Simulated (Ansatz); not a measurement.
A series of calculations on Si₂H₈

## 1. Relaxation

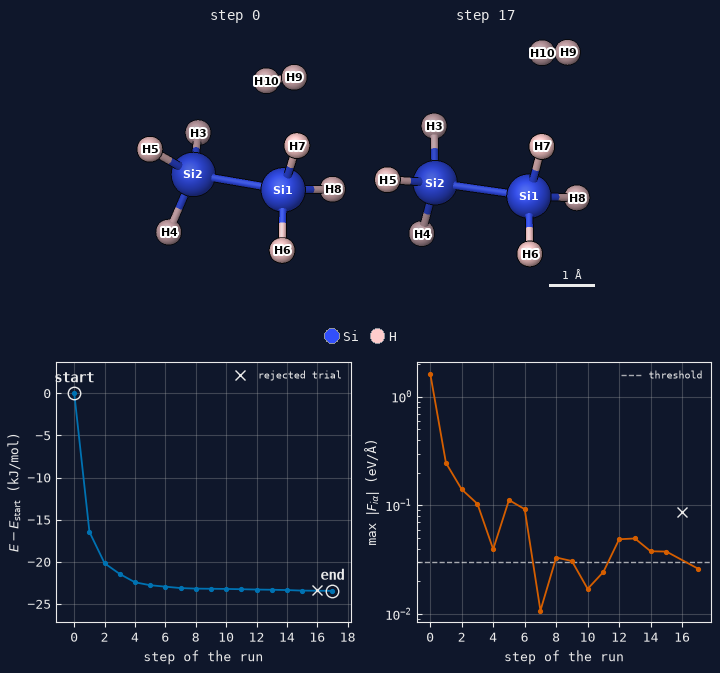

First and last geometry of a relaxation of Si2H8, with the history of the run. Style: ball-and-stick. Shown at a tilt.

The run prepares an end point of a later path (reaction) calculation, from a guessed geometry.

Theory: RKS PBE0/def2-SVP (Ansatz).

Input
```yaml
crystal:
  periodic: [false, false, false]
  atoms:
    - { symbol: Si, position_ang: [0.187314, -0.042701, 0.161281] }
    - { symbol: Si, position_ang: [0.167928, -0.030453, 2.418654] }
    - { symbol: H, position_ang: [-1.078708, -0.653219, 2.957455] }
    - { symbol: H, position_ang: [1.327344, -0.817573, 2.950874] }
    - { symbol: H, position_ang: [0.271476, 1.368228, 2.94673] }
    - { symbol: H, position_ang: [1.616968, -0.064778, -0.282757] }
    - { symbol: H, position_ang: [-0.448066, 1.171268, -0.431257] }
    - { symbol: H, position_ang: [-0.481439, -1.260342, -0.389774] }
    - { symbol: H, position_ang: [-2.419051, 0.22402, 0.658758] }
    - { symbol: H, position_ang: [-2.276565, 0.10555, 1.353436] }
basis:
  gaussian: { orbitals: def2-SVP }
hamiltonian:
  xc: pbe0
relax:
  f_tol: 0.03
  max_steps: 50
output:
  orbitals: {}
```

Launched with:
```bash
ansatz run input.yaml --threads 1 --pin off --max-ram 2048MiB --backend cpu --events-out ev --progress --plain --runs-dir out
```

What do the curves and the structures tell?

Answer. It converged. H10 moves most after the best rigid fit: 0.97 Å. Largest moves by element: H 0.97 Å, Si 0.27 Å. Near-neighbour distances that change, for instance: Si1–Si2 2.257 → 2.347 Å, H9–H10 0.719 → 0.761 Å. Among the angles between lasting bonds that change: Si2–Si1–H7 112.9° → 110.5°. Groups turn about Si1–Si2 by about 25°. The energy falls by 23.4 kJ/mol in 16 accepted moves (17 points after the start). Largest force component: 1.6 eV/Å at the start, 0.026 eV/Å at the end. The line search rejected the trial step at point 16 of the run. The forces were under the threshold at step 7, but the run went on from there. Cost: 37 s on 1 thread of Arm Neoverse V1 (shared host), peak memory 0.16 GiB.

```
step  E − E(0), kJ/mol  largest force component, eV/Å      note
   0              0.00                         1.6301          
   1            -16.44                         0.2456          
   2            -20.17                         0.1404          
   3            -21.44                         0.1032          
   4            -22.42                         0.0395          
   5            -22.77                         0.1120          
   6            -22.94                         0.0923          
   7            -23.10                         0.0108          
   8            -23.17                         0.0332          
   9            -23.19                         0.0308          
  10            -23.21                         0.0171          
  11            -23.24                         0.0244          
  12            -23.28                         0.0488          
  13            -23.30                         0.0496          
  14            -23.34                         0.0378          
  15            -23.40                         0.0376          
  16            -23.34                         0.0879  rejected
  17            -23.44                         0.0262
```

## 2. Relaxation

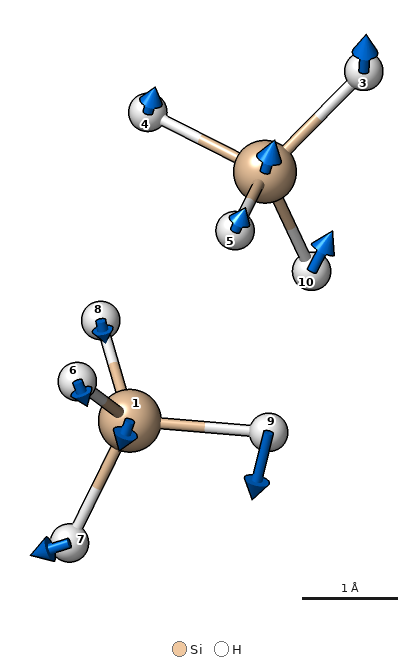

A relaxation of Si2H8. The starting structure is drawn; blue arrows show the displacements, at their true length. The two geometries are superimposed by the best rigid fit.

The picture is a ball-and-stick view, seen from a free direction.

The run prepares an end point of a later path (reaction) calculation, from a guessed geometry.

These are results of Ansatz, RKS PBE0/def2-SVP, not measurements. Settings: no spin polarisation; force threshold 0.03 eV/Å; at most 50 steps.

Which element moves most?

Answer. Hydrogen: up to 0.81 Å, against 0.41 Å for silicon.

What happened in the run?

Answer. The largest move after the best rigid fit is that of an H atom, 0.81 Å. Largest moves by element: H 0.81 Å, Si 0.41 Å. Among the contacts that change: Si–Si 3.432 → 4.224 Å, H–Si 1.471 → 1.493 Å. Among the angles between lasting bonds that change: H–Si–H 112.0° → 109.5°. After 7 geometry steps the energy has fallen by 0.230 eV. The largest force component goes from 0.61 to 0.015 eV/Å.

## 3. Path

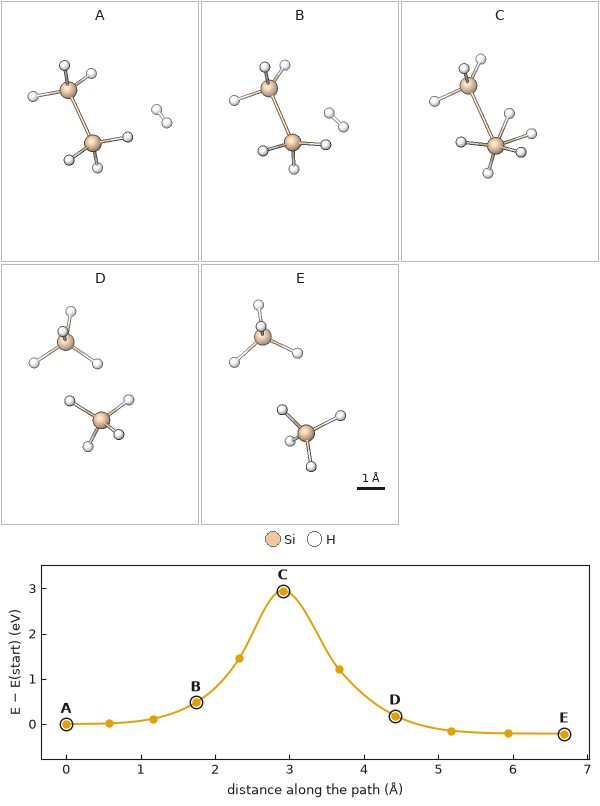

NEB run on Si₂H₈, made up at the start of Si$_{2}$H$_{6}$ and H₂. Images are numbered from 0 (start) to 10 (end). Frames A to E are images 0, 3, 5, 7, 10. A ball-and-stick model, seen from a free direction.

Level of theory: RKS PBE0/def2-SVP (Ansatz 0.2.0). Run with 9 movable images; climbing image; force threshold 0.05 eV/Å; iteration limit 60; starting path through a guess of the saddle point.

Describe the mechanism and the energy profile.

Breaking: H–H (0.76 → 3.19 Å), Si–Si (2.35 → 4.22 Å). Forming: 2 H–Si (3.56–3.84 → 1.49 Å). The highest point, image 5, lies 2.95 eV above the start and 3.17 eV above the end; the end is at −0.21 eV relative to the start. The band is converged. At the top, the vibrational analysis gives one imaginary mode (1639i cm⁻¹), as a transition state must have.

Limits of the set-up: the start holds two separate molecules, 2.9 Å apart at their closest, whose relative position is a soft coordinate and is computed without a dispersion correction.
